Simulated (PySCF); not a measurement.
# C2H7B2F3Si: what the fields show

Input

```
{"job": {"kind": "uv", "xc": "B3LYP", "basis": "def2-SVPD", "nstates": 8, "ntriplets": 3}, "charge": 0, "multiplicity": 1}
B     -2.228862     0.589545    -0.554804
C     -1.215902    -0.566893    -0.389501
Si     0.511905     0.282931    -0.311175
B      0.621765     1.582058     1.143303
C      1.707328    -1.243552     0.042602
F      1.609091    -2.245590    -0.852323
F      3.006247    -0.866869     0.037283
F      1.493337    -1.803219     1.253665
H     -2.631353     1.151825     0.389747
H     -2.553637     0.948010    -1.618229
H     -1.326540    -1.122860     0.541960
H     -1.194359    -1.280657    -1.211964
H      0.941548     0.605637    -1.687404
H      0.658577     2.730064     0.932120
H      0.596441     1.247558     2.262807
```

Command:

```sh
OMP_NUM_THREADS=1 python probes_run.py task.json out
```

Geometry: GFN2-xTB.

Level of theory: B3LYP/def2-SVPD, SCF density, gas phase (PySCF).

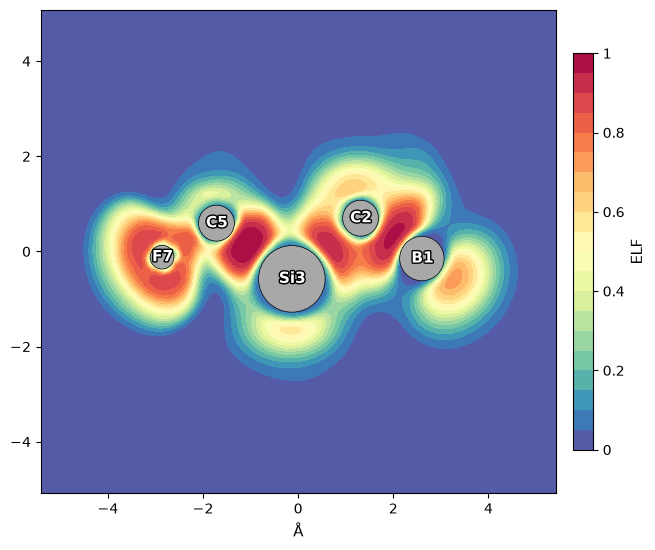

Figure 1. ELF on the plane of atoms C2, Si3 and C5. Grey discs cover the atomic cores.

> Read the bonding off the picture.

The plane passes through B, C, Si and F nuclei.
C–F (1.35 Å): the ELF peaks at about 0.85 between the atoms; a shared but strongly polarised pair.
C–B (1.55 Å): the ELF peaks at about 0.95 between the atoms (localised, covalent bonding).
C–Si (1.93 Å): the ELF peaks at about 0.95 between the atoms: localised, covalent bonding.
C–Si (1.97 Å): the ELF peaks at about 1 between the atoms, as expected for localised, covalent bonding.
The ELF also peaks beside F7, away from the bonds: lone-pair regions.

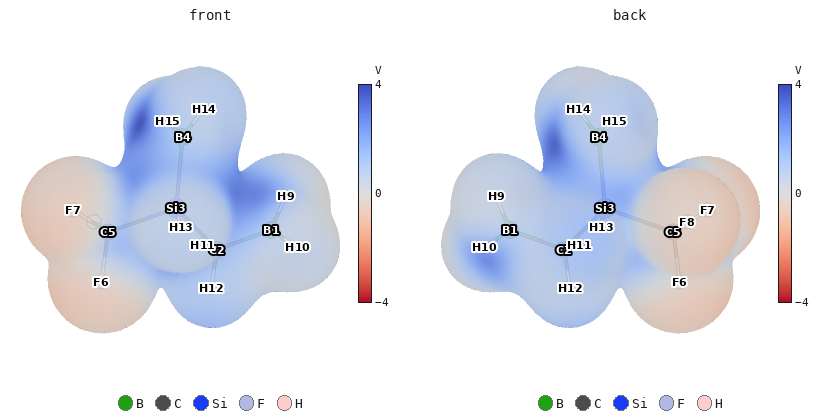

Figure 2. The molecular electrostatic potential painted on the density surface at 0.004 e/bohr³, seen from the front and from behind; red is negative and blue positive.

> Which sites attract a positive test charge, and which a negative one?

A positive charge is drawn to the negative regions and a negative charge to the positive ones. The most negative region (about −0.7 V) lies over F6, F7 and F8, the most positive (about +3.5 V) over B4.
